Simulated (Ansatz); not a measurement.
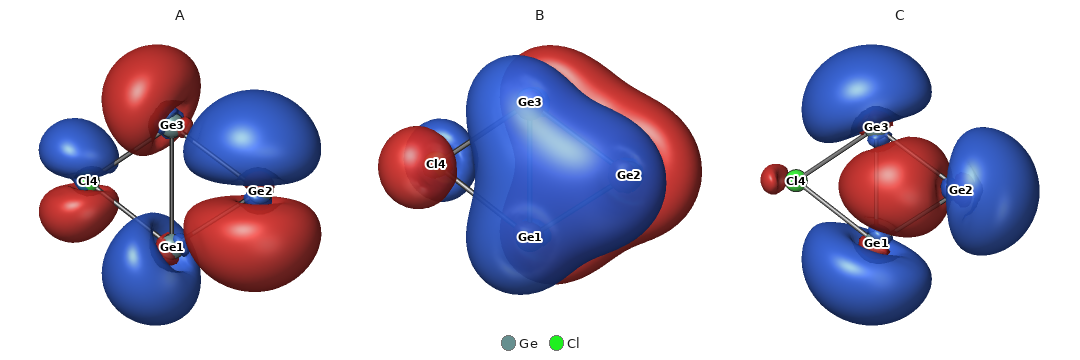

ClGe₃ (charge +1). Three frontier orbitals at ±0.08 Å⁻³ᐟ² (blue and red are the two phases), in no order.

Geometry: r2SCAN-D4/def2-SVP.

All numbers below come from Ansatz, RKS PBE0-D4/def2-TZVP.

> Order the three orbitals by energy and name them.

C is the HOMO−1 (−11.96 eV). It lies mainly on Ge1 (about 35 %), Ge3 (about 35 %) and Ge2 (about 30 %); it is symmetric in the molecular plane (an in-plane orbital: σ, lone-pair or in-plane π type). B is the HOMO (−11.51 eV). By Hirshfeld shares it lies mainly on Ge2 (about 40 %), Ge1 (about 25 %), Ge3 (about 25 %) and Cl4 (about 10 %); it changes sign across the molecular plane (π type); π-bonding across Ge1–Ge2, Ge1–Ge3 and Ge2–Ge3. A is the LUMO (−9.25 eV). It lies mainly on Ge2 (about 45 %), Ge1 (about 20 %), Ge3 (about 20 %) and Cl4 (about 10 %); it is symmetric in the molecular plane (an in-plane orbital: σ, lone-pair or in-plane π type).

> What is the HOMO–LUMO gap?

2.26 eV between the orbital energies.
